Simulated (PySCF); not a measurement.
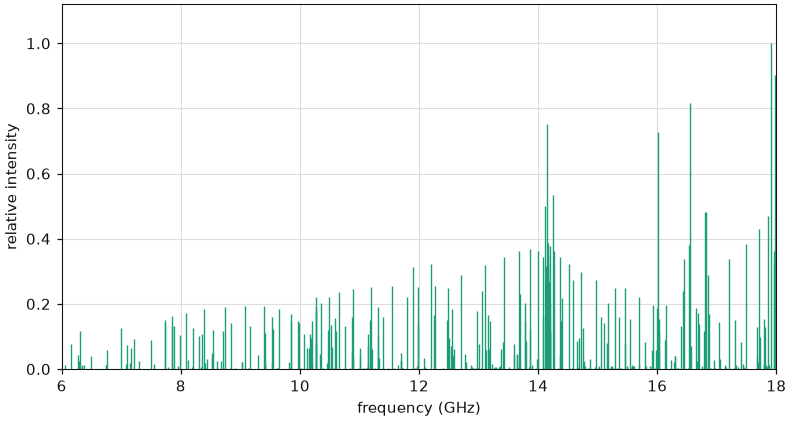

Simulated rotational absorption lines between 6 and 18 GHz at 10 K: rigid rotor with the equilibrium constants and dipole of one optimised conformer (PBE0-D3(BJ)/def2-SVP, PySCF 2.14.0), commonest isotopes; no centrifugal distortion, hyperfine structure, internal rotation or nuclear-spin weights; lines within 1 MHz of each other are summed.

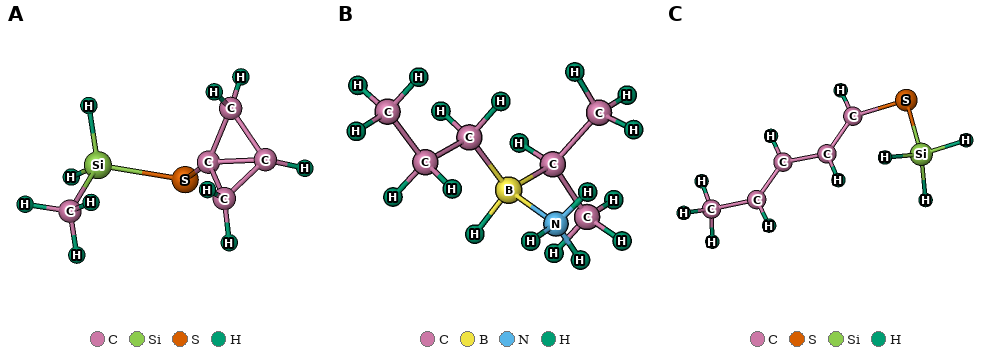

Question: Which molecule gives this spectrum? The candidates are drawn in the second picture.

Answer: Structure A, C₅H₁₀SSi, SMILES C[SiH2]S[C@]12C[C@H]1C2. Rotational constants A, B, C = 3.140, 1.176, 1.045 GHz, |μa|, |μb|, |μc| = 0.13, 1.24, 0.16 D.

Caveats: coarse grid, loose stop and no frequency check, small forces are noise and the end may be a saddle.
